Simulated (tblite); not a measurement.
# Run report: C2H6O3Si, molecular dynamics (part 2 of 2)

Continued. System: C2H6O3Si, SMILES CC(=O)O[SiH2]O. Method: GFN2-xTB Langevin dynamics, gas phase (tblite 0.8.0). 

Geometry of the input (Å):
```
C  2.1012  0.0397  0.1904
C  0.6310  -0.2557  0.3178
O  0.1747  -1.0921  1.0596
O  -0.1079  0.4889  -0.4814
Si -1.7765  0.4561  -0.6713
O  -2.4369  -0.6850  0.2553
H  2.6340  -0.3450  1.0549
H  2.4739  -0.4526  -0.7064
H  2.2576  1.1093  0.0825
H  -2.1811  1.7845  -0.2376
H  -1.9357  0.1317  -2.0799
H  -1.8330  -1.1806  0.8224
```

Trajectory as extended XYZ, continued:
```
12
Properties=species:S:1:pos:R:3:forces:R:3 step=21 time_fs=525.0 energy=-581.63516 temperature=473.1
C     1.5737   -0.0680    1.2760    0.1620   0.2818  -2.7399
C     0.1503   -0.4914    1.3038   -0.8049  -0.7341   1.0186
O    -0.3265   -1.2612    2.1105    0.4407   0.4491  -0.5149
O    -0.5851    0.1102    0.3956   -0.9034   0.5105  -0.6461
Si   -2.2649    0.3087    0.4890    0.8308  -0.1419   1.2558
O    -2.8877    0.9100   -0.8362   -0.2746   0.2005  -0.7156
H     1.8465    0.3508    0.2723   -0.5278  -0.1757   0.4896
H     1.7304    0.7237    1.9386    0.2911   0.8309   1.3433
H     2.2329   -0.8828    1.3771    0.6530  -0.9191   0.8051
H    -2.9749   -0.9035    0.5994   -0.3296  -0.9712   0.3118
H    -2.4617    1.3157    1.5023    0.0631   0.1461   0.4091
H    -2.2572    1.1878   -1.4682    0.3996   0.5230  -1.0168
12
Properties=species:S:1:pos:R:3:forces:R:3 step=22 time_fs=550.0 energy=-581.42361 temperature=354.2
C     1.5599   -0.2521    1.1496    0.7174  -1.3014   1.5525
C     0.1036   -0.5459    1.3359    0.9983  -2.4025   1.7290
O    -0.2610   -1.3634    2.1708   -0.1926   1.1806  -0.9442
O    -0.6141    0.0742    0.4862   -2.0690   1.2503  -1.2961
Si   -2.3076    0.2561    0.4277    0.8105  -0.0075  -0.5822
O    -2.8353    1.0905   -0.8459    0.3079   0.1501  -0.5425
H     1.7568    0.3428    0.3537    0.1165   1.8299  -2.7682
H     1.8845    0.3574    1.9893    0.2849  -0.5732   0.4963
H     2.1670   -1.1657    0.9692   -0.4576   0.4270   0.8190
H    -2.8181   -1.0609    0.5731   -0.3679  -0.7328  -0.2508
H    -2.6665    1.1063    1.4906   -0.2008   0.7267   0.8719
H    -2.5900    1.3705   -1.7442    0.0525  -0.5473   0.9152
12
Properties=species:S:1:pos:R:3:forces:R:3 step=23 time_fs=575.0 energy=-581.61915 temperature=477.5
C     1.6120   -0.3168    1.0093   -0.6333   0.0621   0.8202
C     0.0689   -0.5504    1.3462    2.0055   1.0655  -1.9464
O    -0.3503   -1.2740    2.1746   -0.2508  -0.9029   1.1233
O    -0.7050    0.1717    0.5447    0.4467   0.3400  -0.2823
Si   -2.3482    0.1889    0.4053   -1.0595  -0.2305  -0.4081
O    -2.8595    1.2012   -0.7987    1.1873  -0.5471  -0.1578
H     1.7842    0.6097    0.4660   -0.4964  -0.0666  -0.2926
H     2.0999   -0.1157    1.9909   -0.1463  -0.7789  -0.6400
H     2.0964   -1.1389    0.4199   -0.7018   0.5829   0.9505
H    -2.6893   -1.1979   -0.0582    0.0649   0.5681   0.3580
H    -2.9134    0.7124    1.6708    0.1386  -0.1673  -0.6085
H    -2.4157    1.1731   -1.6762   -0.5550   0.0747   1.0837
12
Properties=species:S:1:pos:R:3:forces:R:3 step=24 time_fs=600.0 energy=-581.65496 temperature=477.8
C     1.4490   -0.3904    0.9327    1.3379   2.1714  -0.6367
C     0.0131   -0.4201    1.2811    0.0848  -0.0266   0.9608
O    -0.3643   -1.1649    2.1476   -0.8248   0.1564  -0.0520
O    -0.7590    0.3317    0.5128    0.1649  -0.5466   0.2363
Si   -2.3897    0.1060    0.3073   -0.4703   0.2421   1.5112
O    -2.6839    1.1915   -0.8105   -0.6051   0.6475  -0.5183
H     1.8539    0.6328    0.5697   -0.7829  -1.4589   0.6925
H     2.1088   -0.7915    1.7092   -0.4133   0.0660  -0.2838
H     1.4032   -1.0095    0.0693    0.7047  -0.7290  -0.8171
H    -2.6805   -1.2502   -0.1278    0.0839  -0.0595   0.0958
H    -3.1466    0.6835    1.4889    0.5348  -0.5452  -0.7893
H    -2.2867    1.1753   -1.6684    0.1854   0.0826  -0.3993
12
Properties=species:S:1:pos:R:3:forces:R:3 step=25 time_fs=625.0 energy=-581.62095 temperature=341.4
C     1.4616   -0.4391    0.8499   -0.6050   0.9801   2.4565
C    -0.0225   -0.4172    1.2057   -0.6711  -1.0835   1.7030
O    -0.5492   -1.0069    2.1359    1.2694  -0.1109  -0.4999
O    -0.8050    0.3371    0.4835    0.7128   0.5881  -1.2860
Si   -2.4135    0.0657    0.2150   -0.1535   0.7678   0.7994
O    -2.6889    1.1351   -0.9464   -1.4938  -0.1225   1.2396
H     1.7755    0.6209    0.9879    0.1600  -0.7486   0.2164
H     2.0244   -1.1595    1.4917   -0.5618   0.8267  -0.4037
H     1.6217   -0.6457   -0.1455    0.1194  -0.6324  -2.1140
H    -2.5614   -1.2823   -0.1954   -0.0644  -0.8594  -0.3514
H    -3.2266    0.3771    1.4097    0.2584   0.1012  -0.5090
H    -2.2102    1.3694   -1.6974    1.0296   0.2934  -1.2508
12
Properties=species:S:1:pos:R:3:forces:R:3 step=26 time_fs=650.0 energy=-581.56158 temperature=256.7
C     1.3539   -0.3676    0.7812    1.0460  -0.8077   0.7081
C    -0.0599   -0.4522    1.2398    0.1433   0.5155  -2.7237
O    -0.5337   -1.0779    2.1258   -0.4044   0.1401   0.3185
O    -0.7179    0.2935    0.2980   -1.2771  -0.4355   1.2102
Si   -2.3679    0.0831    0.1565   -0.2008  -0.3554  -1.6566
O    -2.8796    1.0411   -1.0912    1.5103   0.1471   0.4762
H     1.6296    0.6131    1.1406    0.6227   0.2583  -0.0651
H     1.9029   -1.1496    1.3231    0.2632   0.3438  -0.2836
H     1.5423   -0.4317   -0.3135   -0.5261   0.0236   0.9146
H    -2.5423   -1.3144   -0.2859   -0.0004   0.3150   0.1867
H    -3.1493    0.5260    1.2402   -0.3686   0.2083   1.0190
H    -2.1642    1.6460   -1.3614   -0.8080  -0.3532  -0.1044
12
Properties=species:S:1:pos:R:3:forces:R:3 step=27 time_fs=675.0 energy=-581.73539 temperature=414.5
C     1.4757   -0.2523    0.7886   -1.2561  -0.2600   0.7188
C    -0.0054   -0.4415    1.1425   -1.0162   0.6658  -0.4717
O    -0.5274   -1.1379    1.9774    1.1455   0.1847  -0.2852
O    -0.7981    0.2671    0.3049    1.0083  -0.1523  -0.1566
Si   -2.4262    0.0752    0.1533   -0.7107  -0.1761  -0.1275
O    -2.9294    1.0326   -1.0643    0.1114  -0.5222   0.3786
H     1.8591    0.7620    0.9584   -0.3609  -0.4320  -0.0249
H     1.9786   -0.9872    1.3877    0.6320  -0.1084   0.1951
H     1.5266   -0.5133   -0.2537    0.2714   0.0721  -0.3797
H    -2.8319   -1.2595   -0.3528    0.3184   0.5292   0.1070
H    -2.8679    0.3195    1.5250   -0.3308   0.2154  -0.2116
H    -3.0266    1.9760   -1.1491    0.1877  -0.0161   0.2575
12
Properties=species:S:1:pos:R:3:forces:R:3 step=28 time_fs=700.0 energy=-581.54715 temperature=274.8
C     1.4549   -0.2088    0.8674   -0.4426   1.0196  -2.5104
C    -0.0096   -0.4539    0.9739   -1.1031   1.2110   1.8418
O    -0.4349   -1.1542    1.8732   -0.3861   0.0992  -1.1328
O    -0.8094    0.3480    0.2210    0.1993  -1.2452   0.7093
Si   -2.5044    0.0648    0.1756    1.2628   0.1021   1.0860
O    -2.9802    0.9871   -1.0196    0.3799  -0.2465  -1.1875
H     1.6589    0.8592    0.6732   -0.1085  -0.4398   0.1908
H     2.0053   -0.5704    1.6822    0.4524  -0.5149   0.9702
H     1.7035   -0.7355   -0.0589    0.5260  -0.0192   0.0761
H    -2.4787   -1.2770   -0.3413   -0.4205  -0.3432   0.0912
H    -3.1584    0.6212    1.3857    0.3313  -0.5360  -0.1999
H    -3.5784    1.6966   -0.9767   -0.6909   0.9129   0.0652
12
Properties=species:S:1:pos:R:3:forces:R:3 step=29 time_fs=725.0 energy=-581.66877 temperature=441.9
C     1.4779   -0.0316    0.7385   -0.2315  -1.4467   0.6803
C     0.0263   -0.3304    0.9659   -0.2982   0.7806  -0.2984
O    -0.4298   -1.1493    1.7026    0.0284  -0.7212   0.5929
O    -0.7821    0.4113    0.2067   -0.3231  -0.3278  -0.4574
Si   -2.4024    0.0039    0.1919   -0.1186   0.3269  -0.3348
O    -3.0058    0.9480   -1.0255   -0.8758  -0.5085   1.1283
H     1.5809    0.9008    0.2721    0.2820   1.3247  -0.2767
H     2.0691   -0.1729    1.6627   -0.3313   0.1826  -0.6242
H     1.7507   -0.7856    0.0035    0.4159  -0.1703   0.0110
H    -2.8576   -1.3550   -0.1024    0.4852  -0.0613  -0.1208
H    -2.8629    0.2661    1.5385   -0.1780   0.3439   0.1522
H    -3.9838    0.9287   -0.9492    1.1448   0.2771  -0.4524
12
Properties=species:S:1:pos:R:3:forces:R:3 step=30 time_fs=750.0 energy=-581.53421 temperature=313.6
C     1.4499    0.1952    0.5522   -0.5282  -0.1886   2.5115
C     0.0527   -0.2342    0.9031   -0.8551  -0.0248  -1.8507
O    -0.3247   -1.1196    1.6224    0.5326   0.3879   0.3646
O    -0.8224    0.4126    0.1024    1.0360   0.2269   1.0739
Si   -2.3799   -0.0683    0.2224   -0.5726   0.2430  -1.4090
O    -2.9813    0.9533   -0.9090   -0.1397  -0.3475  -0.0263
H     1.4050    1.1993    0.2417   -0.0015   1.1680  -0.5272
H     1.9636    0.1565    1.5244    0.5206  -0.2267  -0.5884
H     1.8619   -0.4065   -0.2091    0.4949  -0.7456  -0.4827
H    -2.1505   -1.4603   -0.0784   -0.6638  -0.3964  -0.2597
H    -3.0202    0.2485    1.4533   -0.1922   0.1246   0.5561
H    -3.5993    0.8533   -1.6409    0.3691  -0.2208   0.6377
12
Properties=species:S:1:pos:R:3:forces:R:3 step=31 time_fs=775.0 energy=-581.57813 temperature=241.9
C     1.4624    0.4074    0.5720   -0.3441   1.3177  -0.1687
C     0.1064   -0.1543    0.8434   -1.1455  -0.3701  -0.4423
O    -0.1028   -1.0611    1.6210   -0.0025   0.7769  -0.6617
O    -0.8820    0.4097    0.1007    1.1965  -1.1501   1.0734
Si   -2.4471   -0.1301    0.1781    0.0451  -0.4809   0.1629
O    -2.9621    0.9812   -0.8685   -0.7292   0.0478  -0.3330
H     1.3924    1.4999    0.2450    0.1327  -1.5800   0.1909
H     1.9224    0.3585    1.5461    0.7480   0.0079   0.0215
H     1.9723   -0.2232   -0.1686   -0.0912   0.4207   0.3185
H    -2.7432   -1.4670   -0.4801    0.4250   0.6424   0.6266
H    -2.9036    0.0243    1.5738    0.0007  -0.0389  -0.5733
H    -3.2500    0.5952   -1.6907   -0.2356   0.4064  -0.2148
12
Properties=species:S:1:pos:R:3:forces:R:3 step=32 time_fs=800.0 energy=-581.59642 temperature=296.8
C     1.5124    0.5227    0.5734   -0.7166  -0.2305  -1.0165
C     0.2066   -0.1592    0.8590   -2.5172   0.4313  -0.6504
O     0.0092   -1.0984    1.5668    0.7034  -0.4024   0.5951
O    -0.9018    0.3381    0.1797    1.4880   0.5519   0.4222
Si   -2.4835   -0.1392    0.1429    0.2736  -0.3472   1.0089
O    -3.0652    0.9191   -0.9128    0.0446   0.2160  -0.5264
H     1.3197    1.5109    0.1107    0.2639  -0.6433   0.2738
H     2.0901    0.6063    1.4906    0.0808  -0.1377  -0.2880
H     1.9568   -0.1817   -0.1801    0.1341   0.8634   0.7220
H    -2.3081   -1.5505   -0.1351   -0.3888  -0.1792  -0.3886
H    -3.2971    0.0140    1.3867    0.5085   0.0384  -0.3263
H    -3.9465    0.9618   -1.2737    0.1255  -0.1608   0.1743
12
Properties=species:S:1:pos:R:3:forces:R:3 step=33 time_fs=825.0 energy=-581.51890 temperature=292.8
C     1.3410    0.5905    0.4999    0.9413  -1.6790   1.5347
C     0.1680   -0.2612    0.8252   -1.0898   1.0561   0.9466
O     0.1755   -1.1906    1.5925   -0.4305   0.2949  -0.9581
O    -0.9120    0.3307    0.2789    0.3161  -1.1759  -0.0497
Si   -2.4492   -0.2118    0.1998   -0.7889   1.0749  -1.1174
O    -3.0763    0.8179   -0.9263    0.0925   0.1088   0.4484
H     1.1029    1.5262    0.1173   -0.4790   1.3553  -0.6711
H     1.9036    0.6684    1.4454    0.2236   0.0417  -0.6153
H     1.8300   -0.0430   -0.2086    1.0134   0.0567  -0.5159
H    -2.7207   -1.4259   -0.4970    0.2758  -0.8667   0.0807
H    -2.9342    0.0248    1.5127   -0.4921  -0.0421   0.7302
H    -3.9837    1.1204   -0.9937    0.4175  -0.2247   0.1869
12
Properties=species:S:1:pos:R:3:forces:R:3 step=34 time_fs=850.0 energy=-581.52809 temperature=361.5
C     1.3372    0.6874    0.4974   -1.0814  -0.5423   0.3089
C     0.1895   -0.2385    0.8990   -1.1126   0.0271  -1.3131
O     0.1732   -1.2864    1.4811    0.8440   0.3857   0.4502
O    -0.9184    0.1917    0.2861   -0.3992   0.5085   0.3788
Si   -2.5164   -0.2862    0.3059    0.7481   0.8492   0.4076
O    -2.9739    0.8021   -0.8201   -0.3789  -0.3522   0.3817
H     1.0023    1.7226    0.4273   -0.1764  -0.2661  -0.2309
H     2.0521    0.6341    1.2714    1.1978  -0.1965   0.4459
H     1.6623    0.3059   -0.4701    0.2731   0.2320   0.2092
H    -2.4041   -1.6934    0.1485   -0.3010  -0.7814  -0.6952
H    -3.2242   -0.1695    1.6009    0.1965   0.4084  -0.2729
H    -3.7976    1.2885   -0.7538    0.1901  -0.2723  -0.0703
12
Properties=species:S:1:pos:R:3:forces:R:3 step=35 time_fs=875.0 energy=-581.47509 temperature=344.7
C     1.3715    0.6052    0.7555   -0.5361   2.5824  -0.5682
C     0.1692   -0.2460    0.8346   -0.1419  -1.4718   0.5159
O     0.2777   -1.3259    1.3722   -0.8360  -0.0490  -0.1921
O    -0.9648    0.2255    0.3361    0.3260  -0.2748   0.2494
Si   -2.5278   -0.3044    0.3739   -0.6333  -0.6259   0.9841
O    -2.9979    0.7284   -0.7581   -0.5942   0.5071  -0.3553
H     1.0457    1.6138    1.1751    0.5034  -0.7397  -1.0808
H     2.0895    0.2678    1.4626    0.7266  -0.6207   0.1228
H     1.7658    0.6586   -0.2962   -0.3646   0.2132   1.1727
H    -2.9060   -1.6744   -0.1557    0.5659   0.7135   0.5274
H    -3.1987   -0.0309    1.7942    0.8275  -0.2571  -1.3834
H    -3.9144    0.7985   -1.0177    0.1568   0.0229   0.0075
12
Properties=species:S:1:pos:R:3:forces:R:3 step=36 time_fs=900.0 energy=-581.67120 temperature=346.2
C     1.4091    0.7131    0.8534    0.1657  -0.9690  -0.6507
C     0.2374   -0.2842    0.9156    0.2817   1.7345  -0.8806
O     0.3453   -1.4082    1.2516    0.1337  -1.7254   0.7529
O    -0.8917    0.2261    0.4341   -0.0996   0.3757  -0.0447
Si   -2.4837   -0.2589    0.4123    1.2710  -1.0769  -1.5078
O    -3.1331    0.6496   -0.7652   -0.6431  -0.6918  -0.6689
H     1.1902    1.5857    1.4321   -0.3115   0.6135  -0.1274
H     2.3266    0.2796    1.2977   -0.5809  -0.0516  -0.4368
H     1.5696    0.9164   -0.2392   -0.0798   0.1312   1.1468
H    -2.5001   -1.7395    0.2456   -0.1706   0.6004  -0.1659
H    -2.9560    0.1588    1.6384   -0.8377   0.6314   1.7622
H    -3.8024    0.3036   -1.3935    0.8711   0.4279   0.8209
12
Properties=species:S:1:pos:R:3:forces:R:3 step=37 time_fs=925.0 energy=-581.65395 temperature=248.6
C     1.3839    0.7177    0.9566    0.6021  -1.0761   0.0148
C     0.2812   -0.3373    0.8475    1.4750  -1.0919   2.0612
O     0.3944   -1.4818    1.2680   -0.2907   1.5944  -1.0233
O    -0.8108    0.2167    0.4423   -0.8301   0.3656  -1.0043
Si   -2.3893   -0.1939    0.4768   -0.7454   0.5398   1.0849
O    -3.2788    0.4641   -0.6991    0.3780   0.6452   0.5959
H     1.1835    1.4054    1.7724   -0.2441  -0.0384  -0.0199
H     2.3371    0.1983    1.1889   -0.4888   0.4274  -0.3484
H     1.4179    1.2675    0.0244    0.2089   0.0828  -0.0268
H    -2.6613   -1.5724    0.3722    0.0910  -1.2187   0.0352
H    -2.8435    0.3886    1.7510    0.0372   0.0017  -0.3714
H    -3.3057   -0.0242   -1.4977   -0.1931  -0.2318  -0.9978
12
Properties=species:S:1:pos:R:3:forces:R:3 step=38 time_fs=950.0 energy=-581.50127 temperature=295.7
C     1.4656    0.6599    1.0640   -1.6522   0.2140   0.7044
C     0.2753   -0.3422    0.9388    1.1902   1.7938  -0.2120
O     0.4373   -1.4901    1.1835   -0.4406  -1.1691   0.3231
O    -0.8212    0.2020    0.4075    0.3822  -0.0944   0.4081
Si   -2.4249   -0.2094    0.6231    0.0193   0.6086   0.6572
O    -3.2576    0.2865   -0.6592   -0.1044  -0.0886  -0.1552
H     1.6084    1.1943    2.0085   -0.6492  -0.4752   0.2202
H     2.3773    0.1782    0.8966    1.1514  -0.9794  -0.4488
H     1.3008    1.4265    0.3604   -0.1062   0.8478  -1.0541
H    -2.3928   -1.6730    0.8629   -0.3214   0.5973   0.0023
H    -2.9302    0.9244    1.5186    0.4042  -1.1372  -0.1541
H    -2.9275    0.4099   -1.5388    0.1267  -0.1177  -0.2912
12
Properties=species:S:1:pos:R:3:forces:R:3 step=39 time_fs=975.0 energy=-581.64997 temperature=311.5
C     1.4103    0.5632    1.0818    0.0870   1.9678   0.7571
C     0.3089   -0.3866    0.8701   -0.2446   0.8452  -0.2099
O     0.3433   -1.5383    1.0958    0.3946  -2.7453   0.5133
O    -0.7944    0.1874    0.4587   -1.0803   0.5826  -0.4147
Si   -2.3921   -0.2060    0.7210    0.0112  -1.2842  -0.9343
O    -3.1889    0.1895   -0.6390    0.8650  -0.1580  -0.9573
H     1.4918    0.7007    2.1820    0.1930  -0.2540  -0.5225
H     2.3746    0.2856    0.6812   -0.0429  -0.1817  -0.0510
H     1.0731    1.5515    0.7095    0.4629  -0.4458  -0.0656
H    -2.7722   -1.6266    0.9682    0.4536   0.4763  -0.0014
H    -2.7061    0.6480    1.7873   -0.4237   0.8301   0.8623
H    -2.7450   -0.0284   -1.4931   -0.6758   0.3670   1.0240
12
Properties=species:S:1:pos:R:3:forces:R:3 step=40 time_fs=1000.0 energy=-581.56451 temperature=278.7
C     1.3918    0.5004    1.1277    1.3163   0.9181  -0.7394
C     0.2466   -0.3963    0.8795    0.2698  -2.7963  -0.1153
O     0.2574   -1.6292    1.0022    0.2265   2.4221  -0.0662
O    -0.7881    0.2501    0.4493   -1.4145   0.3089  -0.0423
Si   -2.3743   -0.2444    0.7149    0.7236   0.9319   0.5090
O    -3.1214    0.1289   -0.6316   -0.3603  -0.4185  -1.3942
H     1.6997    0.3284    2.1371    0.5456  -0.1914   0.5632
H     2.2465    0.2176    0.4183   -1.1034   0.6170   1.0148
H     1.1066    1.5933    1.0706    0.3138  -1.2930  -0.3709
H    -2.2709   -1.5577    1.2088   -0.2292  -1.0605   0.1828
H    -2.9483    0.7061    1.6373   -0.0156   0.1888   0.1711
H    -2.8522   -0.3255   -1.4437   -0.2726   0.3730   0.2873
```

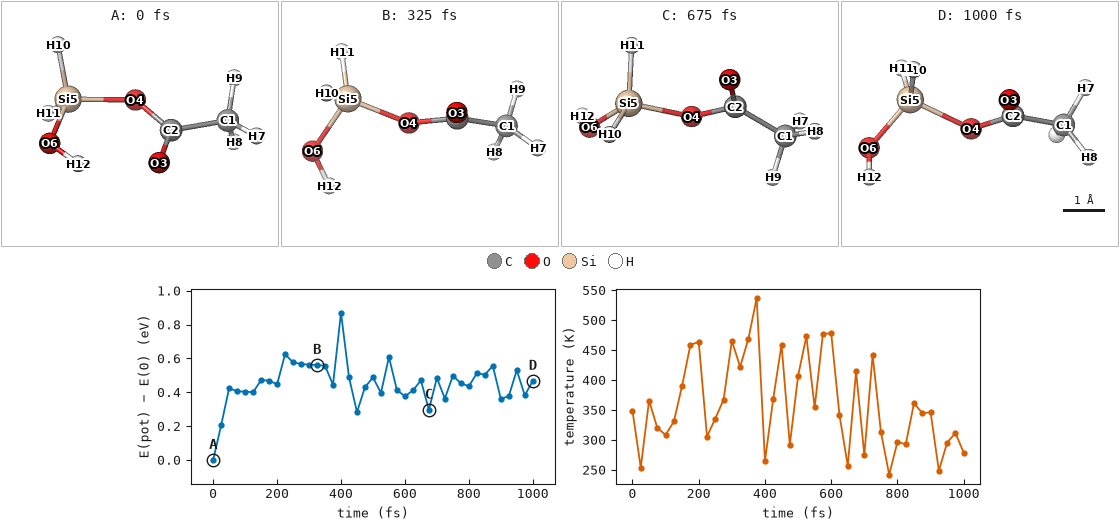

Fig. 1: Frames of the molecular dynamics (ball-and-stick, seen at a tilt) above the curves, on which the letters mark them. The trajectory kept here has 41 frames over 1000 fs. The temperature starts at 349 K, ranges from 242 to 537 K and averages 345 K over the second half. The potential energy ends 0.467 eV above its first value. After an unweighted best fit of the last frame on the first, the root-mean-square displacement is 1.21 Å.

Summary:

| quantity | value |
| --- | --- |
| outcome | finished |
| mean temperature over the second half | 345 K |
| trajectory | 41 frames kept, 1000 fs |
| hardware | 1 CPU thread, shared host |
| wall time | 8.7 s |
| peak memory | 0.18 GiB |
